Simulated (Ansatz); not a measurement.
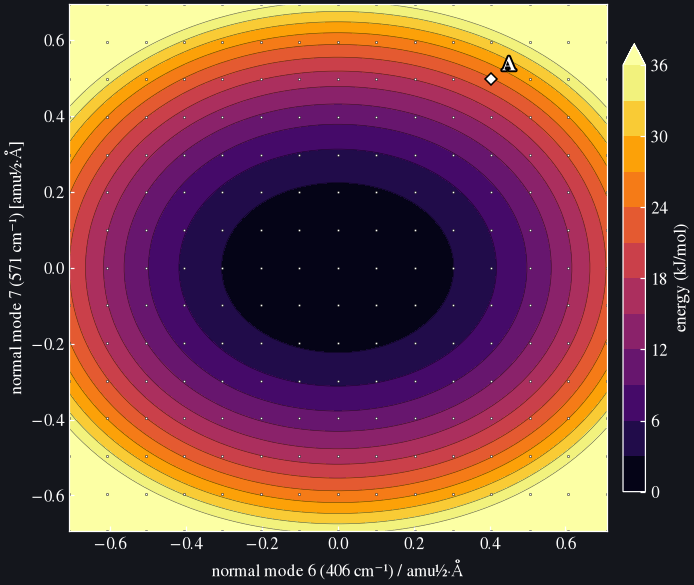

AlF2H2Si, SMILES [F][Al]([F])[SiH2+], charge +1. First axis: normal mode 6 (406 cm⁻¹). Second axis: normal mode 7 (571 cm⁻¹). Nothing is relaxed (straight displacements along the two mass-weighted modes). The scan uses a 15 × 15 grid. Points are written as (first, second). All energies are given in kJ/mol relative to the lowest grid point. The calculation used Ansatz 0.2.0, RKS PBE-D4/def2-TZVP.

The picture shows filled contours, dots at the grid points, one colour for all values above the top of the scale, the point A. Between grid points the surface is interpolated.

> Which way does the force act at A, and how strong is it?

A, at (0.405 amu½·Å, 0.496 amu½·Å), is not a stationary point. The computed force is 39 kJ/mol for each amu½·Å towards smaller values of normal mode 6 (406 cm⁻¹) and 79 kJ/mol for each amu½·Å towards smaller values of normal mode 7 (571 cm⁻¹).
